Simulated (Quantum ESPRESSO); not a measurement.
# λ and ρ(T) of Ta (Im-3m) from pw.x, ph.x and EPW, part 4 of 4

How strongly do phonons scatter the electrons of Ta (Im-3m), and how dense must the meshes be?

Quantum ESPRESSO 7.5; DFT PBE, scalar-relativistic, plane waves, PseudoDojo 0.4.1 norm-conserving pseudopotentials.

So far, coupling constant λ: step 8 (coupling and Tc: fine k 20×20×20, q 10×10×10, width 0.15 …) 1.16. Also resistivity at 300 K (μΩ cm): step 9 (resistivity: fine k 24×24×24, q 12×12×12, adaptive width …) 14.7.

## (11) Resistivity: fine k 32×32×32, q 16×16×16, adaptive width, window 0.32 eV

At these temperatures only states within a few k_B T of the Fermi level carry current, so the mesh must be dense; it is refined.

Contents of bte-2.in:

```
--
 &inputepw
    prefix='x',
    outdir='./tmp',
    dvscf_dir='./save',
    elph=.true.,
    etf_mem=1,
    nbndsub=9,
    bands_skipped='exclude_bands = 1-4',
    use_ws=.true.,
    vme='wannier',
    asr_typ='crystal',
    nk1=8,
    nk2=8,
    nk3=8,
    nq1=4,
    nq2=4,
    nq3=4,
    amass(1)=180.9479,
    epwwrite=.false.,
    epwread=.true.,
    wannierize=.false.,
    nkf1=32,
    nkf2=32,
    nkf3=32,
    nqf1=16,
    nqf2=16,
    nqf3=16,
    mp_mesh_k=.true.,
    scattering=.true.,
    iterative_bte=.true.,
    epmatkqread=.false.,
    assume_metal=.true.,
    int_mob=.false.,
    carrier=.false.,
    ngaussw=-99,
    mob_maxiter=200,
    broyden_beta=0.7,
    fsthick=0.32,
    degaussw=0.0,
    nstemp=6,
    temps=150 200 273 300 400 500,
    restart=.false.,
    selecqread=.false.,
 /
```

On the command line:

```
$ OMP_NUM_THREADS=1 mpirun -n 8 epw.x -nk 8 -in bte-2.in > bte-2.out
```

The program printed:

```text
[the first part of the log is left out]
     =============================================================================================
     Start solving iterative Boltzmann Transport Equation
     =============================================================================================
     Iteration number:         1
     =============================================================================================
       Temp     Fermi        DOS        Population SR                 Conductivity
        [K]      [eV]    [states/Ry] [carriers per cell]               [Ohm.cm]^-1
     =============================================================================================
      150.000  18.1710   0.34793E+01   0.21944E-15    0.130470E+06    0.107841E-11   -0.145067E-12
                                      -0.13305E-14    0.705331E-12    0.130470E+06    0.540500E-12
                                       0.46751E-15    0.507696E-12    0.342136E-12    0.130470E+06
      200.000  18.1719   0.35619E+01   0.13357E-14    0.952148E+05    0.539285E-12    0.327475E-12
                                      -0.18874E-14    0.207679E-12    0.952148E+05   -0.191884E-12
                                      -0.45762E-14    0.238782E-12    0.555161E-12    0.952148E+05
      273.000  18.1733   0.78976E+01   0.72251E-15    0.681389E+05    0.290459E-12   -0.931478E-13
                                       0.22161E-15    0.518549E-12    0.681389E+05   -0.960637E-13
                                      -0.91637E-15    0.210109E-12   -0.158270E-12    0.681389E+05
      300.000  18.1738   0.10498E+02  -0.11276E-15    0.616301E+05    0.539042E-12    0.127207E-12
                                       0.27842E-15    0.248745E-12    0.616301E+05    0.206140E-13
                                       0.71124E-16    0.225418E-12    0.166046E-12    0.616301E+05
      400.000  18.1759   0.13893E+02   0.11102E-14    0.455945E+05    0.134943E-12    0.129759E-12
                                       0.77672E-15    0.114045E-12    0.455945E+05    0.984126E-13
                                       0.12225E-14    0.134862E-12    0.285032E-12    0.455945E+05
      500.000  18.1781   0.13700E+02   0.33307E-15    0.363668E+05    0.176576E-12    0.508668E-13
                                       0.77629E-15    0.181598E-12    0.363668E+05    0.229224E-12
                                       0.21424E-15    0.105297E-13    0.439009E-13    0.363668E+05
                                                      0.130470E+06    Max error
     [...]
     Iteration number:        23
     =============================================================================================
       Temp     Fermi        DOS        Population SR                 Conductivity
        [K]      [eV]    [states/Ry] [carriers per cell]               [Ohm.cm]^-1
     =============================================================================================
      150.000  18.1710   0.34793E+01  -0.31134E-14    0.131674E+06    0.705007E-12    0.642638E-12
                                       0.21337E-15    0.663374E-12    0.131674E+06   -0.280496E-12
                                       0.45797E-14    0.673904E-12    0.300017E-12    0.131674E+06
      200.000  18.1719   0.35619E+01   0.13331E-14    0.961147E+05    0.125061E-12    0.198283E-12
                                       0.15517E-14    0.249474E-12    0.961147E+05    0.196663E-12
                                       0.61149E-15   -0.102382E-12    0.528431E-12    0.961147E+05
      273.000  18.1733   0.78976E+01   0.88731E-15    0.687903E+05    0.165641E-12    0.801071E-13
                                       0.12217E-14    0.626925E-13    0.687903E+05    0.116556E-12
                                       0.13049E-14    0.176738E-12   -0.809980E-14    0.687903E+05
      300.000  18.1738   0.10498E+02   0.16662E-14    0.622199E+05    0.144906E-12    0.207436E-12
                                       0.49960E-15    0.619635E-13    0.622199E+05   -0.772721E-13
                                      -0.18041E-15   -0.109104E-12    0.420380E-12    0.622199E+05
      400.000  18.1759   0.13893E+02  -0.33307E-15    0.460301E+05    0.290621E-12   -0.969547E-13
                                       0.71948E-15    0.176576E-12    0.460301E+05    0.197149E-12
                                       0.94152E-15    0.873969E-13    0.831040E-13    0.460301E+05
      500.000  18.1781   0.13700E+02   0.00000E+00    0.367131E+05    0.466549E-13    0.388791E-13
                                      -0.55511E-16    0.105297E-13    0.367131E+05    0.542687E-13
                                       0.18041E-15    0.409850E-13    0.209785E-12    0.367131E+05
                                                      0.471104E-06    Max error
```

Run time: 20 min. Hardware: 8 MPI ranks of Arm Neoverse N1, shared host.

Numbers from this step:

```yaml
resistivity_at_300_k: 16.07 μΩ cm
```

Resistivity, by row:

```tsv
T (K)	rho_xx (μΩ cm)	rho_yy	rho_zz	relaxation-time approximation, mean of the axes (μΩ cm)
150	7.595	7.595	7.595	8.045
200	10.4	10.4	10.4	11.01
273	14.54	14.54	14.54	15.38
300	16.07	16.07	16.07	17.01
400	21.72	21.72	21.72	22.99
500	27.24	27.24	27.24	28.82
```

ρ(300 K) = 16.1 μΩ cm, against 14.7 before (+9 %); the relaxation-time start gave 17.0. The largest adaptive width printed is 0.45 eV, against a window of 0.32 eV outside which no state is counted.

## (12) Coupling and Tc: fine k 32×32×32, q 16×16×16, width 0.1 eV, window 0.41 eV

The sum is repeated with other meshes, delta width and window to test it.

Contents of a2f-2.in:

```
--
 &inputepw
    prefix='x',
    outdir='./tmp',
    dvscf_dir='./save',
    elph=.true.,
    etf_mem=1,
    nbndsub=9,
    bands_skipped='exclude_bands = 1-4',
    use_ws=.true.,
    vme='wannier',
    asr_typ='crystal',
    nk1=8,
    nk2=8,
    nk3=8,
    nq1=4,
    nq2=4,
    nq3=4,
    amass(1)=180.9479,
    epwwrite=.false.,
    epwread=.true.,
    wannierize=.false.,
    nkf1=32,
    nkf2=32,
    nkf3=32,
    nqf1=16,
    nqf2=16,
    nqf3=16,
    mp_mesh_k=.true.,
    ephwrite=.true.,
    eliashberg=.true.,
    liso=.true.,
    limag=.true.,
    tc_linear=.true.,
    tc_linear_solver='lapack',
    fsthick=0.41,
    degaussw=0.1,
    degaussq=0.5,
    nqstep=500,
    muc=0.13,
    wscut=0.3,
    nsiter=500,
    nstemp=7,
    temps=0.5 1.0 2.0 4.0 8.0 16.0 32.0,
 /
```

On the command line:

```
$ OMP_NUM_THREADS=1 mpirun -n 8 epw.x -nk 8 -in a2f-2.in > a2f-2.out
```

The program printed:

```text
[the first part of the log is left out]
            Electron smearing (eV) =    0.100000000000000D+00
                 Fermi window (eV) =    0.410000000000000D+00
     Finish writing .ephmat files
     ===================================================================
     Memory usage:  VmHWM =        47Mb
                   VmPeak =       524Mb
     ===================================================================
     Finish writing dos file x.dos
     Finish writing phdos files x.phdos and x.phdos_proj
     ===================================================================
     Solve isotropic Eliashberg equations
     ===================================================================
     Finish reading freq file
                  Fermi level (eV) =     1.8172455144E+01
     DOS(states/spin/eV/Unit Cell) =     6.4919751996E-01
            Electron smearing (eV) =     1.0000000000E-01
                 Fermi window (eV) =     4.1000000000E-01
     Nr irreducible k-points within the Fermi shell =       411 out of       897
           2 bands within the Fermi window
     Finish reading egnv file
     Max nr of q-points =      2060
     Finish reading ikmap files
     Start reading .ephmat files
     Finish reading .ephmat files
     a2f file is not found to estimate initial gap: calculating a2f files
     Finish reading a2f file
     Electron-phonon coupling strength =    1.1056544
     Estimated Tc using McMillan expression =   8.9473 K for muc =   0.1300
     Estimated Tc using Allen-Dynes modified McMillan expression =   9.5238 K
     Estimated Tc using SISSO machine learning model =   9.2028 K
     Estimated w_log =  10.9400 meV
     Estimated BCS superconducting gap using McMillan Tc =   1.3570 meV
     WARNING WARNING WARNING
     The code may crash since tempsmax =   32.000 K is larger than McMillan Tc =     8.947 K
     Start: Solving (isotropic) linearized Eliashberg equation with solver = lapack
     For the first Temp.    0.50  K
       Total number of frequency points nsiw(     1) =   1108
       Cutoff frequency wscut =     0.3001
     Superconducting transition temp. Tc is the one which has Max. eigenvalue close to 1
      -----------------------------------------------------------------
             Temp.       Max.         nsiw     wscut    Nr. of iters
             (K)       eigenvalue    (itemp)   (eV)      to Converge
      -----------------------------------------------------------------
             0.50      3.8748769     1108      0.3001        1
             1.00      3.2158842      554      0.3002        1
             2.00      2.5631493      277      0.3005        1
             4.00      1.9200168      139      0.3021        1
             8.00      1.2924987       69      0.3010        1
            16.00      0.7045228       35      0.3075        1
            32.00      0.2477687       17      0.3032        1
      -----------------------------------------------------------------
     Finish: Solving (isotropic) linearized Eliashberg equation
```

Run time: 17 min. Hardware: 8 MPI ranks.

This step gave:

```
coupling constant λ                  : 1.106
log mean phonon energy ħω_log        : 10.94 meV
density of states at the Fermi level : 0.6492 states/eV a spin and cell
```

The a2F has structure finer than the step of the table below, so its rows give means over 1 meV, whole bins alone (the curve runs from 0.044 to 21.7 meV). Peaks (meV: height): 10.4: 0.752, 16.5: 1.29.

The a2F by phonon energy; means over each step:

```tsv
phonon energy (meV)	a2F
1	0.00350
2	0.0104
3	0.0257
4	0.0485
5	0.0774
6	0.126
7	0.169
8	0.253
9	0.322
10	0.623
11	0.571
12	0.354
13	0.436
14	0.415
15	0.726
16	1.18
17	0.914
18	0.206
19	0.0893
20	0.0199
21	1.5e-4
```

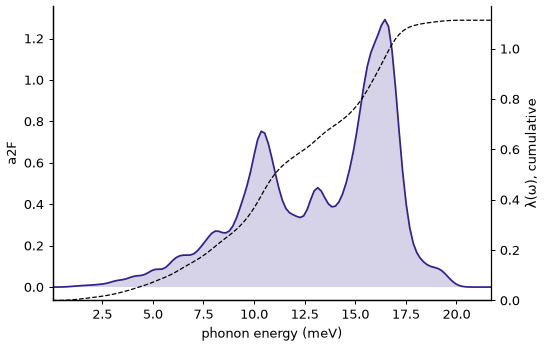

A2F, plotted against phonon energy. The dashed line is the running λ.

Tc lies where the eigenvalue is 1; mu* = 0.13. Eigenvalue against temperature:

```tsv
T (K)	largest eigenvalue of the linearised gap equation
0.5	3.875
1	3.216
2	2.563
4	1.92
8	1.292
16	0.7045
32	0.2478
```

λ = 1.11 and ħω_log = 10.9 meV, against 1.16 and 11.2 with fine k 20×20×20, q 10×10×10, width 0.15 eV (-5 % in λ). The eigenvalue passes 1 near 11 K.

## (13) Coupling and Tc: fine k 32×32×32, q 16×16×16, width 0.05 eV, window 0.3 eV

The sum is repeated with other delta width and window to test it.

a2f-3.in, as its differences from a2f-2.in of step 12:

```diff
@@ -35,4 +35,4 @@
     tc_linear_solver='lapack',
-    fsthick=0.41,
-    degaussw=0.1,
+    fsthick=0.3,
+    degaussw=0.05,
     degaussq=0.5,
```

On the command line:

```
$ OMP_NUM_THREADS=1 mpirun -n 8 epw.x -nk 8 -in a2f-3.in > a2f-3.out
```

The program printed:

```text
[the first part of the log is left out]
            Electron smearing (eV) =    0.500000000000000D-01
                 Fermi window (eV) =    0.300000000000000D+00
     Finish writing .ephmat files
     ===================================================================
     Memory usage:  VmHWM =        48Mb
                   VmPeak =       524Mb
     ===================================================================
     Finish writing dos file x.dos
     Finish writing phdos files x.phdos and x.phdos_proj
     ===================================================================
     Solve isotropic Eliashberg equations
     ===================================================================
     Finish reading freq file
                  Fermi level (eV) =     1.8170195046E+01
     DOS(states/spin/eV/Unit Cell) =     6.7220055433E-01
            Electron smearing (eV) =     5.0000000000E-02
                 Fermi window (eV) =     3.0000000000E-01
     Nr irreducible k-points within the Fermi shell =       322 out of       897
           2 bands within the Fermi window
     Finish reading egnv file
     Max nr of q-points =      1664
     Finish reading ikmap files
     Start reading .ephmat files
     Finish reading .ephmat files
     a2f file is not found to estimate initial gap: calculating a2f files
     Finish reading a2f file
     Electron-phonon coupling strength =    1.1147068
     Estimated Tc using McMillan expression =   9.1810 K for muc =   0.1300
     Estimated Tc using Allen-Dynes modified McMillan expression =   9.7735 K
     Estimated Tc using SISSO machine learning model =   9.4644 K
     Estimated w_log =  11.0868 meV
     Estimated BCS superconducting gap using McMillan Tc =   1.3924 meV
     WARNING WARNING WARNING
     The code may crash since tempsmax =   32.000 K is larger than McMillan Tc =     9.181 K
     Start: Solving (isotropic) linearized Eliashberg equation with solver = lapack
     For the first Temp.    0.50  K
       Total number of frequency points nsiw(     1) =   1108
       Cutoff frequency wscut =     0.3001
     Superconducting transition temp. Tc is the one which has Max. eigenvalue close to 1
      -----------------------------------------------------------------
             Temp.       Max.         nsiw     wscut    Nr. of iters
             (K)       eigenvalue    (itemp)   (eV)      to Converge
      -----------------------------------------------------------------
             0.50      3.9283985     1108      0.3001        1
             1.00      3.2627371      554      0.3002        1
             2.00      2.6031830      277      0.3005        1
             4.00      1.9529393      139      0.3021        1
             8.00      1.3176333       69      0.3010        1
            16.00      0.7204105       35      0.3075        1
            32.00      0.2538426       17      0.3032        1
      -----------------------------------------------------------------
     Finish: Solving (isotropic) linearized Eliashberg equation
```

Wall time 11 min (8 MPI ranks); 1.5 h of CPU time.

Numbers from this step:

```
coupling constant λ                  : 1.115
log mean phonon energy ħω_log        : 11.09 meV
density of states at the Fermi level : 0.6722 states/eV a spin and cell
```

The a2F has structure finer than the step of the table below, so its rows give means over 1 meV, whole bins alone (the curve runs from 0.044 to 21.7 meV). Peaks (meV: height): 10.4: 0.788, 16.5: 1.26.

A2F against phonon energy; means over each step:

```tsv
phonon energy (meV)	a2F
1	0.00283
2	0.00874
3	0.0232
4	0.0468
5	0.0704
6	0.123
7	0.161
8	0.239
9	0.320
10	0.651
11	0.600
12	0.391
13	0.464
14	0.440
15	0.750
16	1.16
17	0.891
18	0.208
19	0.0969
20	0.0215
21	1.2e-4
```

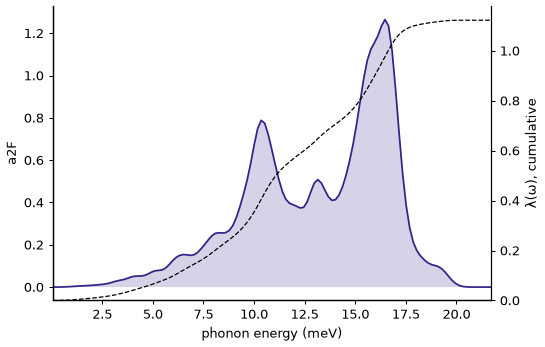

A2F against phonon energy. The dashed line is the running λ.

λ = 1.11 and ħω_log = 11.1 meV, against 1.11 and 10.9 with fine k 32×32×32, q 16×16×16, width 0.1 eV (+1 % in λ). The eigenvalue passes 1 near 12 K.

## (14) Summary of results

| Quantity | Value |
| --- | --- |
| Wannier functions, band error | 9 functions; 10 meV r.m.s. |
| coupling constant λ, fine k 32×32×32, q 16×16×16, width 0.1 eV, window 0.41 eV | 1.11 |
| ħω_log | 10.9 meV |
| Tc at μ* = 0.13, Allen–Dynes | 9.5 K |
| resistivity at 300 K, 24×24×24 | 14.7 μΩ cm |
| resistivity at 300 K, 32×32×32 | 16.1 μΩ cm |

Step 12: Distinct peaks of the a2F stand at 10.35 and 16.47 meV; the one at 16.5 meV is strongest. Step 13: The coupling constant from the curve is λ = 1.1; modes below 11.9 meV give half. Step 13: The most distinct maxima of the a2F lie at 10.35 and 16.47 meV, the highest at 16.5 meV. On the finest meshes run, Ta (Im-3m) has λ = 1.1 and a phonon-limited resistivity of 16.1 μΩ cm at 300 K. The last refinement of the mesh moved the resistivity by 9 %, so it is not converged, and no rank of the meshes against a measured value means much. On the finest mesh the adaptive width still reaches 0.45 eV against a window of 0.32 eV; the window, which cuts off final states, was not widened. N(E_F) runs from 0.65 to 0.67 states/eV a spin over these sums; λ is quoted for fine k 32×32×32, q 16×16×16, width 0.1 eV. The Eliashberg Tc is interpolated in log T between temperatures a factor of two apart, and its μ* acts up to a cut-off of 0.3 eV, so it weighs less than the same number in Allen and Dynes's formula. Over the sums on sound settings, λ spans 1.11 to 1.16, and the Allen–Dynes Tc 9.5 to 10 K. Between 150 and 500 K the resistivity rises by a factor of 3.59, against 3.33 for a straight line through the origin. The rows at 400 and 500 K moved by more than 10 % in the last refinement. The Sommerfeld coefficient follows from γ = (π²/3) k_B² N(E_F)(1 + λ), with twice the density of states a spin that EPW reads on the fine mesh at this width. Spin–orbit coupling is left out, though Ta is heavy. The q mesh of ph.x (4×4×4), the k mesh and smearing of the ground state (12×12×12) and EPW's coarse k mesh (8×8×8) were not varied. Only scattering by harmonic phonons counts; impurities, grain boundaries and thermal expansion are left out, and μ* is typed.

Computed beside measured:

| quantity | measured | 24×24×24 | 32×32×32 | k 20×20×20, 0.15 eV | k 32×32×32, 0.1 eV | k 32×32×32, 0.05 eV | Allen–Dynes | Eliashberg |
| --- | --- | --- | --- | --- | --- | --- | --- | --- |
| resistivity at 300 K (computed: phonon part alone) (μΩ cm) | 13.5 | 14.72 (+9.0 %) | 16.07 (+19.1 %) | - | - | - | - | - |
| resistivity at 500 K (computed: phonon part alone) (μΩ cm) | 22.9 | 24.20 (+5.7 %) | 27.24 (+18.9 %) | - | - | - | - | - |
| Sommerfeld coefficient γ (per mole of Ta) (mJ/(mol K²)) | 5.7 | - | - | 6.61 (+16.0 %) | 6.44 (+13.1 %) | 6.70 (+17.6 %) | - | - |
| superconducting transition temperature (μ* = 0.13) (kelvin) | 4.5 | - | - | - | - | - | 9.52 (+111.6 %) | 11.29 (+151.0 %) |

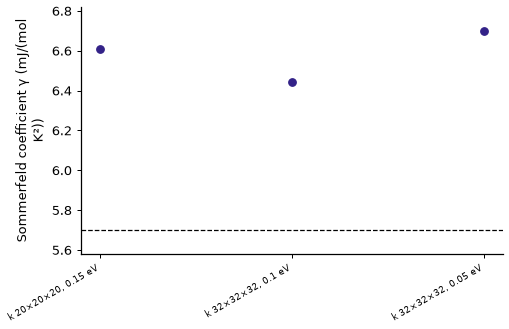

The Sommerfeld coefficient γ by level; the dashed line is the measured value.

Measured values from CRC Press, section 12, read from Wikipedia's data page (2003), NBS Monograph 21, table 3 (1960) and arxiv:1309.5331 (2013).

**Verdict.** For the resistivity at 300 K, of the levels listed nearest comes 24×24×24 (+9.0 %, fair agreement) and farthest 32×32×32 (+19.1 %, fair agreement). For the resistivity at 500 K, of the levels listed nearest comes 24×24×24 (+5.7 %, good agreement) and farthest 32×32×32 (+18.9 %, fair agreement). For the Sommerfeld coefficient γ, of the levels listed nearest comes k 32×32×32, 0.1 eV (+13.1 %, fair agreement) and farthest k 32×32×32, 0.05 eV (+17.6 %, fair agreement). For the superconducting transition temperature, of the levels listed nearest comes Allen–Dynes (+111.6 %, a clear miss) and farthest Eliashberg (+151.0 %, a clear miss). Limits of convergence are named above.

[The logs of pw.x and epw.x are selected lines.]

[Logs are printed without paths, hosts, clocks, repeated set-up lines and the standing remarks that a program may print on its own settings, such as how far it seeks lower states.]

[Hosts, paths, dates, database ids (printed as entryN), source tags and the programs' standing remarks are cut or masked in the printed files.]
